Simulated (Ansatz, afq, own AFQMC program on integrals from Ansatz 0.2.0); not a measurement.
**NHO (singlet): quantum Monte Carlo beside coupled cluster at scale of all distances = 1.278, cc-pVDZ, part 1 of 2**

How near does AFQMC come to the top of the ladder for NHO (singlet)?

Computed with Ansatz 0.2.0, Gaussian basis, and an in-house AFQMC program (afq) on its integrals; all values are calculated. Level: cc-pVDZ, frozen cores.

Plan: PBE (unrestricted); r2SCAN (unrestricted); PBE0 (unrestricted); B3LYP (unrestricted); wB97M-V (unrestricted); B2PLYP (unrestricted); CCSD(T) on RHF; CCSDT(Q) on RHF; Phaseless AFQMC, CISD trial on RHF; UHF; CCSD(T) on UHF; CCSDT(Q) on UHF; Phaseless AFQMC, CISD trial on UHF; Phaseless AFQMC, single-determinant trial on UHF.

4 further runs of the same task are left out: 1 for a known fault of the program, 3 that didn't finish.

## (1) What is computed

The geometry derives from a PBE0/def2-TZVP stationary point (not a proven minimum). All distances are scaled together.

3 atoms, charge 0, spin multiplicity 1.

Atoms are counted from 1 here; the program's logs count them from 0.

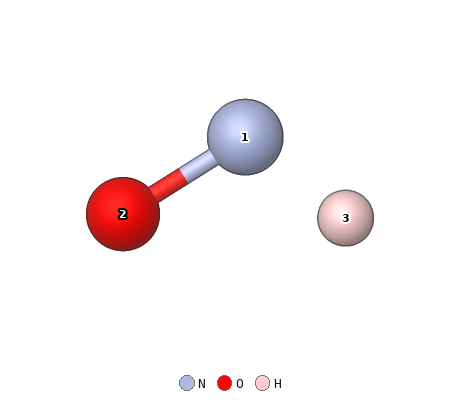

The geometry (nitrogen light blue, oxygen red, hydrogen pink); atoms are numbered from 1 in the order of the file.

## (2) PBE (unrestricted)

in.yaml

```yaml
crystal:
  periodic: [false, false, false]
  atoms:
    - {symbol: N, position_ang: [0.000000, -0.171145, 0.752086]}
    - {symbol: O, position_ang: [0.000000, 0.085427, -0.746744]}
    - {symbol: H, position_ang: [0.000000, 1.022282, 1.402078]}
basis:
  gaussian: {orbitals: cc-pVDZ}
magnetization: {spin_polarized: true, initial_magnetization: 0}
hamiltonian: {xc: {name: PBE}}
output: {orbitals: {seedname: orbitals}}
```

Run with:

```sh
$ ansatz run in.yaml --threads 1 --pin off --events-out ev --progress --plain --max-ram 1382MiB
```

Output:

```text
Functional definition: PBE
  name "PBE"
  cite "Perdew, Burke & Ernzerhof, Phys. Rev. Lett. 77, 3865 (1996) doi:10.1103/PhysRevLett.77.3865"
  parent pbe
  parameter kappa = 0.804
  parameter beta = 0.06672455060314922
  exchange = pbe_x(kappa = kappa, mu = beta*pi^2/3)
  correlation = pbe_c(beta = beta)
391 factors; their error is unknown
mean field evaluation 1: about -3542.3419 eV, gradient 2.3e1 eV
mean field evaluation 2: about -3452.2063 eV, gradient 1.3e2 eV
mean field evaluation 4: about -3543.7714 eV, gradient 1.1e1 eV
mean field evaluation 8: about -3544.3374 eV, gradient 7.9e-2 eV
mean field evaluation 16: about -3544.3742 eV, gradient 1.2e0 eV
mean field evaluation 32: about -3544.3374 eV, gradient 1.4e-1 eV
mean field evaluation 64: about -3540.6583 eV, gradient 3.6e-1 eV
mean field -3544.40584284 eV, -130.2545122397 hartree, gradient 3.4e-5 eV, S^2 0.410808; 11 other end points of the search recorded, 0 dependent functions left out
reference -3544.40585614 eV, -130.2545127286 hartree; 8, 8 occupied and 25, 25 virtual orbitals, 391 factors
Total energy: -3544.40585614 eV, -130.2545127286 hartree
```

It took 3.1 s on 1 thread of Arm Neoverse V1, shared host.

From the report: ⟨S²⟩ of the determinant 0.411 (pure singlet: 0.00).

## (3) r2SCAN (unrestricted)

in.yaml: that of step 2 with these lines changed.

```diff
@@ -9,3 +9,2 @@
 magnetization: {spin_polarized: true, initial_magnetization: 0}
-hamiltonian: {xc: {name: PBE}}
-output: {orbitals: {seedname: orbitals}}
+hamiltonian: {xc: {name: r2SCAN}}
```

Launched as before.

Output (excerpt; [...] marks lines left out):

```text
Functional definition: r2SCAN
  name "r2SCAN"
  cite "Furness, Kaplan, Ning, Perdew & Sun, J. Phys. Chem. Lett. 11, 8208 (2020) doi:10.1021/acs.jpclett.0c02405"
  cite "Furness, Kaplan, Ning, Perdew & Sun, J. Phys. Chem. Lett. 11, 9248 (2020) doi:10.1021/acs.jpclett.0c03077"
  parent r2scan
[...]
391 factors; their error is unknown
[...]
mean field -3545.95342633 eV, -130.3113848840 hartree, gradient 1.4e-5 eV, S^2 0.579109; 15 other end points of the search recorded, 0 dependent functions left out
reference -3545.95343078 eV, -130.3113850476 hartree; 8, 8 occupied and 25, 25 virtual orbitals, 391 factors
Total energy: -3545.95343078 eV, -130.3113850476 hartree
```

Wall time 9 s (1 thread of Arm Neoverse V1, shared host).

From the report: ⟨S²⟩ of the determinant 0.579 (pure singlet: 0.00). The determinant is far from a pure spin state, so its energy mixes those of several spin states (harmless only where they are near-degenerate, as at dissociation).

## (4) PBE0 (unrestricted)

in.yaml: that of step 3 with these lines changed.

```diff
@@ -9,2 +9,3 @@
 magnetization: {spin_polarized: true, initial_magnetization: 0}
-hamiltonian: {xc: {name: r2SCAN}}
+hamiltonian: {xc: {name: PBE0}}
+output: {orbitals: {seedname: orbitals}}
```

Same command.

Output (excerpt; [...] marks lines left out):

```text
Functional definition: PBE0
  name "PBE0"
  cite "Adamo & Barone, J. Chem. Phys. 110, 6158 (1999) doi:10.1063/1.478522"
  cite "Perdew, Burke & Ernzerhof, Phys. Rev. Lett. 77, 3865 (1996) doi:10.1103/PhysRevLett.77.3865"
  parent pbe
[...]
316 factors; integrals over basis functions are off by at most 7.9e-4 eV
[...]
mean field -3543.62483726 eV, -130.2258108140 hartree, gradient 4.0e-6 eV, S^2 0.604031; 10 other end points of the search recorded, 0 dependent functions left out
reference -3543.62484741 eV, -130.2258111870 hartree; 8, 8 occupied and 25, 25 virtual orbitals, 316 factors
Total energy: -3543.62484741 eV, -130.2258111870 hartree
```

It took 2.8 s on 1 thread of Arm Neoverse V1, shared host.

From the report: ⟨S²⟩ of the determinant 0.604 (pure singlet: 0.00). The determinant is far from a pure spin state, so its energy mixes those of several spin states (harmless only where they are near-degenerate, as at dissociation).

## (5) B3LYP (unrestricted)

in.yaml: that of step 4 with these lines changed.

```diff
@@ -9,3 +9,2 @@
 magnetization: {spin_polarized: true, initial_magnetization: 0}
-hamiltonian: {xc: {name: PBE0}}
-output: {orbitals: {seedname: orbitals}}
+hamiltonian: {xc: {name: B3LYP}}
```

The command is unchanged.

Output (excerpt; [...] marks lines left out):

```text
Functional definition: B3LYP
  name "B3LYP"
  cite "Stephens, Devlin, Chabalowski & Frisch, J. Phys. Chem. 98, 11623 (1994) doi:10.1021/j100096a001"
  cite "Becke, Phys. Rev. A 38, 3098 (1988) doi:10.1103/PhysRevA.38.3098"
  cite "Lee, Yang & Parr, Phys. Rev. B 37, 785 (1988) doi:10.1103/PhysRevB.37.785"
  cite "Vosko, Wilk & Nusair, Can. J. Phys. 58, 1200 (1980) doi:10.1139/p80-159"
[...]
316 factors; integrals over basis functions are off by at most 7.9e-4 eV
[...]
mean field -3547.65067647 eV, -130.3737576764 hartree, gradient 1.4e-5 eV, S^2 0.520509; 11 other end points of the search recorded, 0 dependent functions left out
reference -3547.65079044 eV, -130.3737618647 hartree; 8, 8 occupied and 25, 25 virtual orbitals, 316 factors
Total energy: -3547.65079044 eV, -130.3737618647 hartree
```

Wall time 3 s (1 thread of Arm Neoverse V1, shared host).

From the report: ⟨S²⟩ of the determinant 0.521 (pure singlet: 0.00). The determinant is far from a pure spin state, so its energy mixes those of several spin states (harmless only where they are near-degenerate, as at dissociation).

## (6) wB97M-V (unrestricted)

in.yaml: that of step 5 with these lines changed.

```diff
@@ -9,2 +9,3 @@
 magnetization: {spin_polarized: true, initial_magnetization: 0}
-hamiltonian: {xc: {name: B3LYP}}
+hamiltonian: {xc: {name: wB97M-V}}
+output: {orbitals: {seedname: orbitals}}
```

Same command.

Output (excerpt; [...] marks lines left out):

```text
Functional definition: wB97M-V
  name "wB97M-V"
  cite "Mardirossian & Head-Gordon, J. Chem. Phys. 144, 214110 (2016) doi:10.1063/1.4952647"
  cite "Becke, J. Chem. Phys. 107, 8554 (1997) doi:10.1063/1.475007"
  cite "Vydrov & Van Voorhis, J. Chem. Phys. 133, 244103 (2010) doi:10.1063/1.3521275"
  # Of w^i u^j: cxij and so on, Table III.
[...]
  gx(w, u) = 1 - cx + cx01*u + cx10*w
  gss(w, u) = css00 + css04*u^4 + css10*w + css20*w^2 + css43*w^4*u^3
  gos(w, u) = cos00 + cos10*w + (cos20 + cos21*u)*w^2 + (cos60 + cos61*u)*w^6
[...]
      + integral(e_c_pw_mod_opposite_spin*gos(b97_w_opposite, b97_u_opposite)) + vv10(b, c)
316 factors; integrals over basis functions are off by at most 7.9e-4 eV
75 factors; integrals over basis functions are off by at most 2.1e-5 eV
[...]
mean field -3546.34520409 eV, -130.3257824512 hartree, gradient 5.8e-6 eV, S^2 0.376288; 3 other end points of the search recorded, 0 dependent functions left out
reference -3546.34522179 eV, -130.3257831017 hartree; 8, 8 occupied and 25, 25 virtual orbitals, 316 factors
Total energy: -3546.34522179 eV, -130.3257831017 hartree
```

Wall time 7 s (1 thread of Arm Neoverse V1, shared host).

From the report: ⟨S²⟩ of the determinant 0.376 (pure singlet: 0.00).

## (7) B2PLYP (unrestricted)

in.yaml: that of step 6 with these lines changed.

```diff
@@ -9,3 +9,3 @@
 magnetization: {spin_polarized: true, initial_magnetization: 0}
-hamiltonian: {xc: {name: wB97M-V}}
-output: {orbitals: {seedname: orbitals}}
+hamiltonian: {xc: {name: B2PLYP}}
+correlation: {electrons: outside_noble_gas}
```

The command is unchanged.

Output (excerpt; [...] marks lines left out):

```text
Functional definition: B2PLYP
  name "B2PLYP"
  cite "Grimme, J. Chem. Phys. 124, 034108 (2006) doi:10.1063/1.2148954"
  cite "Becke, Phys. Rev. A 38, 3098 (1988) doi:10.1103/PhysRevA.38.3098"
  cite "Lee, Yang & Parr, Phys. Rev. B 37, 785 (1988) doi:10.1103/PhysRevB.37.785"
[...]
316 factors; integrals over basis functions are off by at most 7.9e-4 eV
[...]
mean field -3541.39051713 eV, -130.1437010637 hartree, gradient 3.7e-9 eV, S^2 0.749304; 6 other end points of the search recorded, 0 dependent functions left out
2 core orbitals not correlated: weight in the atoms' cores, before any rotation towards them, 1.000 or more for the frozen orbitals, at most 0.000 for the correlated occupied ones
reference -3541.39059033 eV, -130.1437037538 hartree; 6, 6 occupied and 25, 25 virtual orbitals, 316 factors
second order -10.79227346 eV of doubles, -0.00000000 eV of singles
Total energy: -3544.30450416 eV, -130.2507881122 hartree
```

Wall time 4.9 s (1 thread of Arm Neoverse V1, shared host).

From the report: ⟨S²⟩ of the determinant 0.749 (pure singlet: 0.00). The determinant is far from a pure spin state, so its energy mixes those of several spin states (harmless only where they are near-degenerate, as at dissociation).

## (8) CCSD(T) on RHF

in.yaml: that of step 7 with these lines changed.

```diff
@@ -8,4 +8,3 @@
   gaussian: {orbitals: cc-pVDZ}
-magnetization: {spin_polarized: true, initial_magnetization: 0}
-hamiltonian: {xc: {name: B2PLYP}}
-correlation: {electrons: outside_noble_gas}
+magnetization: {spin_polarized: false}
+correlation: {method: ccsd_t, electrons: outside_noble_gas, hamiltonian_folder: ham}
```

The command is unchanged.

Output (excerpt; [...] marks lines left out):

```text
Functional definition: HF
  name "HF"
  cite "Fock, Z. Phys. 61, 126 (1930) doi:10.1007/BF01340294"
  parent pbe
[...]
316 factors; integrals over basis functions are off by at most 7.9e-4 eV
[...]
mean field -3527.35159579 eV, -129.6277802203 hartree, gradient 2.5e-6 eV, S^2 0.000000; 4 other end points of the search recorded, 0 dependent functions left out; unrestricted orbitals would lower it
[...]
determinant -3527.35159579 eV, -129.6277802203 hartree, with singles and doubles -3538.92159031 eV, -130.0529696767 hartree
determinant -3524.48920610 eV, -129.5225893397 hartree, with singles and doubles -3535.12900985 eV, -129.9135949154 hartree
[...]
unrestricted determinant -3529.64241854 eV, -129.7119664037 hartree, S^2 1.0833
2 core orbitals not correlated: weight in the atoms' cores, before any rotation towards them, 1.000 or more for the frozen orbitals, at most 0.000 for the correlated occupied ones
reference -3527.35159579 eV, -129.6277802203 hartree; 6, 6 occupied and 25, 25 virtual orbitals, 316 factors
second order -11.58148395 eV of doubles, -0.00000000 eV of singles
cycle   1  -10.37844158 eV  change    8.8e-1 eV  update   1.9e-1
[...]
cycle  12  -11.56971864 eV  change    1.3e-5 eV  update   1.2e-5
perturbative correction -0.73553538 eV, -0.0270304268 hartree
WARN: these amplitudes may be one of several solutions (largest doubles amplitude 0.26, level shift 0.91 eV)
Total energy: -3539.65684981 eV, -130.0799899648 hartree
```

Wall time 1.3 s (1 thread of Arm Neoverse V1, shared host).

From the report: correlation -12.3053 eV; T1 0.052; largest double amplitude 0.26. The report flags that the cluster equations may have other roots.

This run also writes the integrals to the folder ham.

## (9) CCSDT(Q) on RHF

in.yaml: that of step 8 with these lines changed.

```diff
@@ -9,2 +9,2 @@
 magnetization: {spin_polarized: false}
-correlation: {method: ccsd_t, electrons: outside_noble_gas, hamiltonian_folder: ham}
+correlation: {method: ccsdt_q, electrons: outside_noble_gas}
```

Same command.

Output (excerpt; [...] marks lines left out):

```text
Functional definition: HF
  name "HF"
  cite "Fock, Z. Phys. 61, 126 (1930) doi:10.1007/BF01340294"
  parent pbe
[...]
567 factors; integrals over basis functions are off by at most 1.7e-7 eV
[...]
mean field -3527.35161634 eV, -129.6277809758 hartree, gradient 2.5e-6 eV, S^2 0.000000; 4 other end points of the search recorded, 0 dependent functions left out; unrestricted orbitals would lower it
[...]
determinant -3527.35161634 eV, -129.6277809758 hartree, with singles and doubles -3538.92161446 eV, -130.0529705641 hartree
determinant -3524.48923227 eV, -129.5225903012 hartree, with singles and doubles -3535.12904039 eV, -129.9135960378 hartree
[...]
unrestricted determinant -3529.64243698 eV, -129.7119670814 hartree, S^2 1.0841
2 core orbitals not correlated: weight in the atoms' cores, before any rotation towards them, 1.000 or more for the frozen orbitals, at most 0.000 for the correlated occupied ones
reference -3527.35161634 eV, -129.6277809758 hartree; 6, 6 occupied and 25, 25 virtual orbitals, 567 factors
second order -11.58151237 eV of doubles, -0.00000000 eV of singles
cycle   1  -10.37844427 eV  change    8.8e-1 eV  update   2.0e-1
[...]
cycle  24  -12.25358231 eV  change   -3.4e-7 eV  update   2.3e-7
perturbative correction -0.14786279 eV, -0.0054338571 hartree
WARN: these amplitudes may be one of several solutions (largest doubles amplitude 0.31, level shift 0.91 eV)
Total energy: -3539.75306144 eV, -130.0835256772 hartree
```

Wall time 4.9 s (1 thread of Arm Neoverse V1, shared host).

From the report: correlation -12.4014 eV; T1 0.051; largest double amplitude 0.31. The report flags that the cluster equations may have other roots.

## (10) Phaseless AFQMC, CISD trial on RHF

It reads the integrals that the CCSD(T) run on this determinant wrote.

Run with:

```sh
$ afq ham --method phaseless --trial cisd --walkers 60 --populations 1 --least-time 40 --time-step 0.005 --steps-per-block 50 --equilibration-blocks 40 --max-blocks 300 --target-error 0.00084 --factor-cut 1e-05 --seed 7970 --release-times 0.24,0.51,0.99,1.62,2.4 --release-step 0.03 --release-every 4 --taylor-order 6
```

Output:

```text
orbitals 31  electrons 6 6  factors 222 of 316
reference energy -129.62778022 Eh
CCSD correlation -0.42517945 Eh in 14 cycles, weight of the determinant in the CISD state 0.7813
energy of the start -130.052959 Eh
 block  time / (1/Eh)  mean weight  energy / Eh
     1     0.250  1.0000  -130.046700
     2     0.500  0.9989  -130.054976
     3     0.750  1.0035  -130.066389
     4     1.000  0.9991  -130.072925
     5     1.250  1.0017  -130.087505
     6     1.500  1.0028  -130.082778
     7     1.750  0.9988  -130.102268
     8     2.000  1.0009  -130.112991
     9     2.250  1.0000  -130.057750
    10     2.500  1.0024  -130.059676
    17     4.250  1.0012  -130.102902
    25     6.250  1.0034  -130.102356
    33     8.250  1.0004  -130.077870
    41    10.250  0.9951  -130.083302
    49    12.250  0.9999  -130.084163
    57    14.250  1.0002  -130.059252
    65    16.250  0.9998  -130.110647
    73    18.250  1.0000  -130.093526
    81    20.250  0.9953  -130.106643
    89    22.250  1.0013  -130.061679
    97    24.250  0.9981  -130.082945
   105    26.250  1.0004  -130.064942
   113    28.250  1.0034  -130.067101
   121    30.250  1.0022  -130.057339
   129    32.250  0.9989  -130.065886
   137    34.250  1.0005  -130.078375
   145    36.250  0.9980  -130.053278
   153    38.250  1.0019  -130.062902
   161    40.250  1.0024  -130.057248
   169    42.250  0.9957  -130.066229
   177    44.250  1.0025  -130.111241
   185    46.250  1.0004  -130.063397
   193    48.250  1.0012  -130.109090
   201    50.250  0.9994  -130.077570
   209    52.250  1.0038  -130.079432
   217    54.250  1.0016  -130.069770
   225    56.250  1.0001  -130.068253
   233    58.250  1.0004  -130.058445
   241    60.250  1.0027  -130.075911
   249    62.250  0.9969  -130.070498
   257    64.250  0.9988  -130.056593
   265    66.250  1.0014  -130.076446
   273    68.250  0.9958  -130.060474
   281    70.250  0.9998  -130.055976
   289    72.250  1.0015  -130.080634
   297    74.250  0.9982  -130.083511
   305    76.250  0.9998  -130.066900
   313    78.250  0.9976  -130.047127
   321    80.250  0.9994  -130.089921
   329    82.250  1.0038  -130.062543
   337    84.250  1.0011  -130.058120
blocks merged  error / Eh  count
     1  0.001177  300
     2  0.001384  150
     4  0.001551  75
     8  0.001411  37
    16  0.001377  18
    32  0.001246  9
released: time / (1/Eh)  energy / Eh  error  mean overlap
  0.24  -130.079774  0.001687  0.9806
  0.51  -130.082272  0.001700  0.9786
  0.99  -130.083159  0.003017  0.9809
  1.62  -130.085335  0.002775  0.9470
  2.40  -130.081086  0.003858  0.9602
energy -130.075872 +/- 0.001411 Eh
```

It took 2.5 min on 1 thread of Arm Neoverse V1, shared host.

Energy -3539.5448 ± 0.0384 eV. Caveats: constraint bias not in the error; error above the target; other roots.

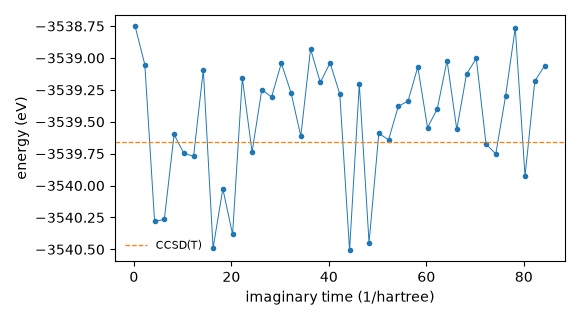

Block energies along the walk.

## (11) UHF

in.yaml: that of step 9 with these lines changed.

```diff
@@ -8,3 +8,4 @@
   gaussian: {orbitals: cc-pVDZ}
-magnetization: {spin_polarized: false}
-correlation: {method: ccsdt_q, electrons: outside_noble_gas}
+magnetization: {spin_polarized: true, initial_magnetization: 0}
+hamiltonian: {xc: hf}
+output: {orbitals: {seedname: orbitals}}
```

Run with:

```sh
$ ansatz run in.yaml --threads 1 --pin off --events-out ev --progress --plain --max-ram 1382MiB
```

Output (excerpt; [...] marks lines left out):

```text
Functional definition: HF
  name "HF"
  cite "Fock, Z. Phys. 61, 126 (1930) doi:10.1007/BF01340294"
  parent pbe
[...]
316 factors; integrals over basis functions are off by at most 7.9e-4 eV
[...]
mean field -3529.64241874 eV, -129.7119664113 hartree, gradient 7.4e-6 eV, S^2 1.083738; 11 other end points of the search recorded, 0 dependent functions left out
reference -3529.64241874 eV, -129.7119664113 hartree; 8, 8 occupied and 25, 25 virtual orbitals, 316 factors
Total energy: -3529.64241874 eV, -129.7119664113 hartree
```

It took 0.84 s on 1 thread of Arm Neoverse V1, shared host.

From the report: ⟨S²⟩ of the determinant 1.084 (pure singlet: 0.00). The determinant is far from a pure spin state, so its energy mixes those of several spin states (harmless only where they are near-degenerate, as at dissociation).

## (12) CCSD(T) on UHF

in.yaml: that of step 11 with these lines changed.

```diff
@@ -9,3 +9,2 @@
 magnetization: {spin_polarized: true, initial_magnetization: 0}
-hamiltonian: {xc: hf}
-output: {orbitals: {seedname: orbitals}}
+correlation: {method: ccsd_t, electrons: outside_noble_gas, hamiltonian_folder: ham}
```

The command is unchanged.

Output (excerpt; [...] marks lines left out):

```text
Functional definition: HF
  name "HF"
  cite "Fock, Z. Phys. 61, 126 (1930) doi:10.1007/BF01340294"
  parent pbe
[...]
316 factors; integrals over basis functions are off by at most 7.9e-4 eV
[...]
mean field -3529.64241874 eV, -129.7119664113 hartree, gradient 1.4e-9 eV, S^2 1.083739; 23 other end points of the search recorded, 0 dependent functions left out
determinant -3529.64241874 eV, -129.7119664113 hartree, with singles and doubles -3538.74810503 eV, -130.0465942104 hartree
determinant -3529.64239690 eV, -129.7119656087 hartree, with singles and doubles -3538.74145378 eV, -130.0463497811 hartree
determinant -3529.64236307 eV, -129.7119643655 hartree, with singles and doubles -3538.75825986 eV, -130.0469673934 hartree
determinant -3529.62311570 eV, -129.7112570375 hartree, with singles and doubles -3538.45302234 eV, -130.0357501215 hartree
[...]
determinant -3529.64239690 eV, -129.7119656087 hartree, with singles and doubles -3538.94832458 eV, -130.0539521429 hartree
determinant -3529.64236307 eV, -129.7119643655 hartree, with singles and doubles -3538.94904873 eV, -130.0539787550 hartree
determinant -3529.62311570 eV, -129.7112570375 hartree, with singles and doubles -3538.48330060 eV, -130.0368628269 hartree
[...]
2 core orbitals not correlated: weight in the atoms' cores, before any rotation towards them, 1.000 or more for the frozen orbitals, at most 0.000 for the correlated occupied ones
reference -3529.64236307 eV, -129.7119643655 hartree; 6, 6 occupied and 25, 25 virtual orbitals, 316 factors
second order -7.68128871 eV of doubles, -0.00000000 eV of singles
cycle   1  -9.30668458 eV  change    1.1e-6 eV  update   2.8e-6
perturbative correction -0.45843006 eV, -0.0168469938 hartree
WARN: the results are in doubt because among natural orbitals full CI differs from the method by -0.124 eV
Total energy: -3539.40747771 eV, -130.0708257093 hartree
In doubt: among natural orbitals full CI differs from the method by -0.124 eV
```

Run time: 5.5 s. Hardware: 1 thread of Arm Neoverse V1, shared host.

From the report: ⟨S²⟩ of the determinant 1.077 (pure singlet: 0.00); correlation -9.7651 eV; T1 0.086; largest double amplitude 0.25. The determinant is far from a pure spin state, so its energy mixes those of several spin states (harmless only where they are near-degenerate, as at dissociation). Mind the lines of doubt at the end of the log.

This run also writes the integrals to the folder ham.

(Continued in part 2 of 2.)
